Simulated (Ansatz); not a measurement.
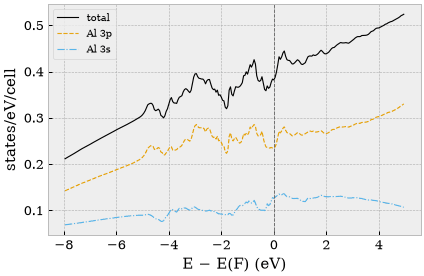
Figure: Total and projected density of states of Al (fcc (Cu type), Fm-3m), PBE (plane waves, PAW; program Ansatz)

Q: Which orbitals carry the states next to the Fermi level?

A: Within 0.5 eV of the Fermi level: Al 3p 64 %, Al 3s 30 %, outside the projected shells 6 %. Projections are on Löwdin-orthogonalised atomic valence shells; empty p or d shells of many metals are not among them.

Q: Where is the tallest occupied peak in this window, and what makes it?

A: Near -0.8 eV, about 0.43 states/eV per cell; the largest projected share is Al 3p.

The cell was relaxed with PBE under the symmetry of its start.

Potentials: the later of the program's two PAW sets.
